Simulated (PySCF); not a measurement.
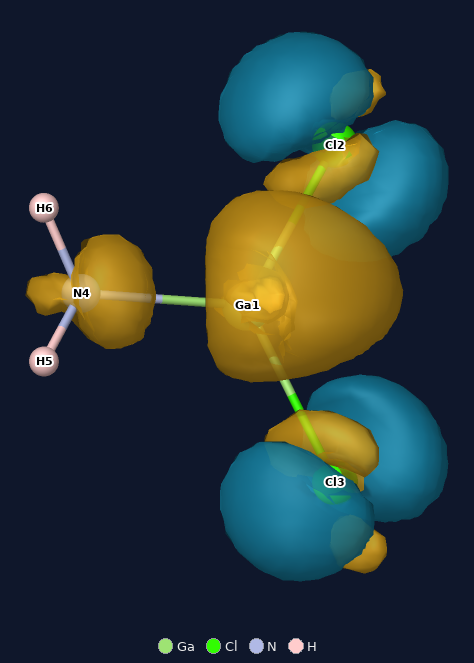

GaCl2(NH2) (Cl2GaH2N). Unrelaxed difference density of S₃ less the ground state (TDA singlet states), ±0.03 e/Å³; yellow: gain, teal: loss.

Computed with PySCF, ωB97X/cc-pVDZ, geometry: GFN2-xTB. No frequency check shows the geometry to be a minimum. GFN2-xTB bond lengths at metals and heavier atoms can be off by up to 0.1 Å and shapes distorted, which carries into these values. Without diffuse functions Rydberg states are missing, so the states' numbers hold for this basis only.

Cartesian coordinates (Å):

```
Ga1      0.0002   -0.2244    0.0185
Cl2     -1.8196    0.7820   -0.0090
Cl3      1.8214    0.7788   -0.0090
N4      -0.0047   -2.0594   -0.0875
H5       0.8269   -2.5810    0.1734
H6      -0.8311   -2.5796    0.1734
```

**How does the charge move on excitation?**

0.77 e is displaced in all, of which about 0.6 e passes between atoms: Cl2 and Cl3 (0.28 e each) lose electrons and Ga1 (0.44 e) and N4 (0.09 e) gain them. The state: 7.48 eV (166 nm), f = 0.025; the leading pair carries 96 %; hole on Cl2 and Cl3 (47 % each) and Ga1 (6 %), electron on Ga1 (50 %), Cl2 and Cl3 (19 % each) and N4 (9 %); their centroids lie 0.9 Å apart.
